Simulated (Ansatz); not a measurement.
# CH4B2BrF: ladder of methods at one geometry from a Python script

How do the methods compare on CH4B2BrF, in result and in cost? Wanted for CH4B2BrF: a ladder of methods at one geometry. SMILES: CBB(F)Br.

All numbers are computed with Ansatz 0.2.0, driven from Python. The levels of theory stand in the script.

## (1) Starting point

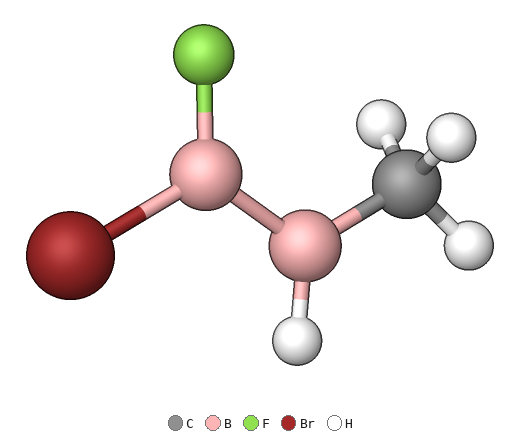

The starting structure, viewed from a chosen angle; carbon grey, boron pink, fluorine green, bromine red, hydrogen white.

No structure file is read: the coordinates are typed or built in the script.

## (2) Script

ch4b2brf_methods.py reads:

```python
"""CH4B2BrF at several levels of theory."""

from pathlib import Path

import ansatz as az
import numpy as np

GEOMETRY = """
C    -1.14420   -0.68420    0.04740
B     0.19240   -0.14900   -0.55570
B     1.16830    0.81930    0.33310
F     0.89290    1.22820    1.67790
Br    2.94790    1.42120   -0.43210
H    -1.71350   -1.25250   -0.71690
H    -0.99010   -1.23440    0.95810
H    -1.78820    0.25500    0.27390
H     0.52300   -0.44990   -1.60300
"""

molecule = az.Crystal.molecule()
for line in GEOMETRY.strip().splitlines():
    symbol, *xyz = line.split()
    molecule = molecule.atom(symbol, [float(v) for v in xyz])

calc = molecule.calculation().basis(gaussian="def2-SVP")

print("functional    E (Ha)        dipole (D)   HOMO (eV)  LUMO (eV)")
for name in ["lc_wpbe", "r2scan0", "blyp", "pbe0"]:
    rep = calc.functional(name).forces().orbitals().run(runs_dir="runs").report
    lines = Path(rep["orbitals_path"]).read_text().splitlines()
    field_of = lambda key: [line.split("=")[1].strip() for line in lines if line.startswith(key)]
    orbitals = [(27.211386 * float(e), s, float(n)) for e, s, n in zip(field_of("Ene="), field_of("Spin="), field_of("Occup="))]
    homo = max(e for e, _, n in orbitals if n > 0.5)
    lumo = min(e for e, _, n in orbitals if n < 0.5)
    dipole = 4.803205 * np.linalg.norm(rep["charge_distribution"]["dipole_moment_e_ang"])
    print(f"{name:10s} {rep['free_energy_ev'] / 27.211386246:14.6f} {dipole:9.3f} {homo:11.3f} {lumo:10.3f}")
```

## (3) The input behind the calls

The engine receives this input (first run):

```yaml
crystal:
  periodic: [false, false, false]
  atoms:
    - { symbol: C, position_ang: [-1.1442, -0.6842, 0.0474] }
    - { symbol: B, position_ang: [0.1924, -0.149, -0.5557] }
    - { symbol: B, position_ang: [1.1683, 0.8193, 0.3331] }
    - { symbol: F, position_ang: [0.8929, 1.2282, 1.6779] }
    - { symbol: Br, position_ang: [2.9479, 1.4212, -0.4321] }
    - { symbol: H, position_ang: [-1.7135, -1.2525, -0.7169] }
    - { symbol: H, position_ang: [-0.9901, -1.2344, 0.9581] }
    - { symbol: H, position_ang: [-1.7882, 0.255, 0.2739] }
    - { symbol: H, position_ang: [0.523, -0.4499, -1.603] }
basis:
  gaussian:
    orbitals: def2-SVP
hamiltonian:
  xc: lc_wpbe
output:
  orbitals: {}
  forces: true
```

## (4) The run

The run is started by

```console
$ python ch4b2brf_methods.py
```

Log:

```text
functional    E (Ha)        dipole (D)   HOMO (eV)  LUMO (eV)
lc_wpbe      -2763.322937     2.086     -10.898     -1.011
r2scan0      -2763.667168     2.044      -8.406     -3.233
blyp         -2763.761753     1.611      -6.603     -3.912
pbe0         -2763.286548     1.927      -8.177     -3.323
```

Run time: 26 s. Hardware: 1 thread of Arm Neoverse V1, shared host; peak memory 0.32 GiB.

## (5) What changed from run to run

The engine's inputs for the other runs:

Run 2, against run 1:

```diff
@@ -17 +17 @@
-  xc: lc_wpbe
+  xc: r2scan0
```

Run 3, against run 1:

```diff
@@ -17 +17 @@
-  xc: lc_wpbe
+  xc: blyp
```

Run 4, against run 1:

```diff
@@ -17 +17 @@
-  xc: lc_wpbe
+  xc: pbe0
```

## (6) The runs side by side

The 4 runs, in the order started:

```csv
run,functional,energy (eV),SCF cycles,CPU time (s)
1,lc_wpbe,-75193.8478,18,5.1
2,r2scan0,-75203.2148,18,11
3,blyp,-75205.7886,17,3.7
4,pbe0,-75192.8576,18,5.8
```

Totals hang on method, basis and potentials, so only like runs compare.

The fields below are those of run 1.

## (7) Pictures from the orbitals

The fields below are evaluated on a grid from the run's orbitals.

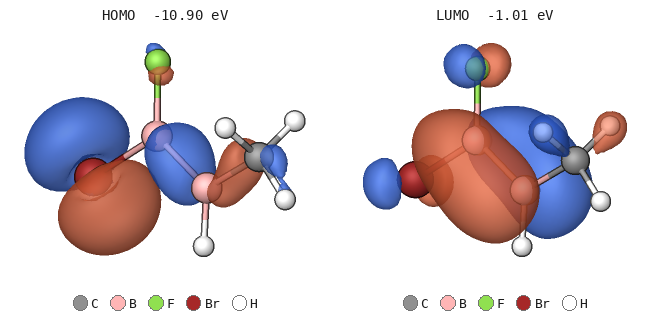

LC-ωPBE/def2-SVP orbitals near the gap, drawn at the value that encloses 70 % of each; the two colours are the two signs.

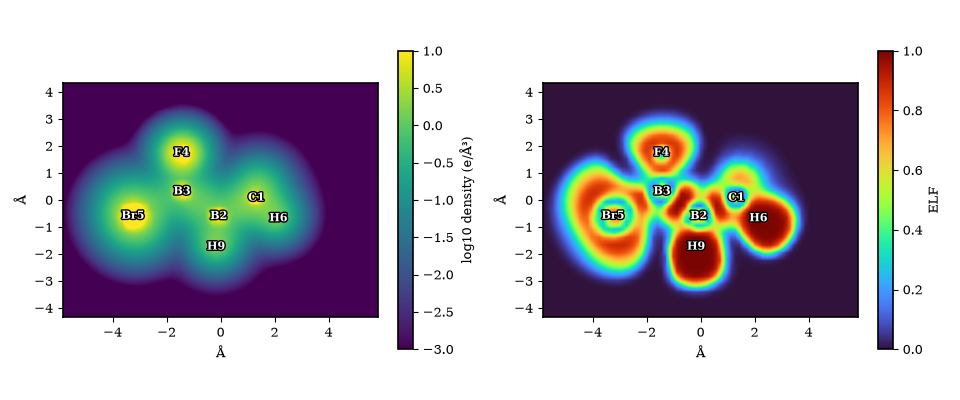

Density (left) and ELF (right) in a plane through or near 7 of the atoms.

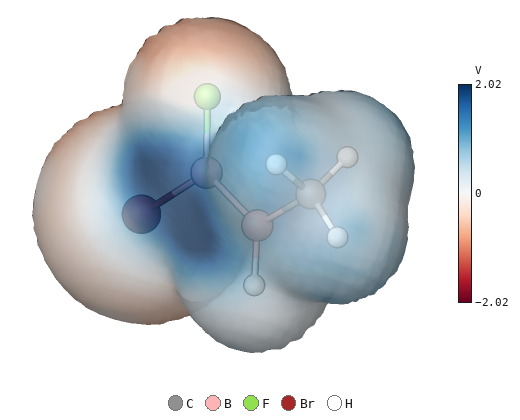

Electrostatic potential on the surface of density 0.002 e/bohr³; red is low, blue high. It runs from -0.80 V near F4 to 2.02 V near B2.

## (8) Outcome

| quantity | value |
| --- | --- |
| runs compared | 4 |
| HOMO-LUMO gap of the mean field (LC-ωPBE/def2-SVP) | 9.89 eV |

What this shows: All 4 runs converged, in 17 to 18 cycles. Notes:
- The geometry is a force-field or estimated start, not a minimum of this method, and the basis set is short of its limit. A lower total doesn't mark the better method: functionals have no common bound, and MP2 and coupled cluster aren't variational.
- Levels such as HOMO and LUMO are orbital energies: with these approximate functionals they aren't the ionisation energy and electron affinity, and their gap isn't the fundamental gap.
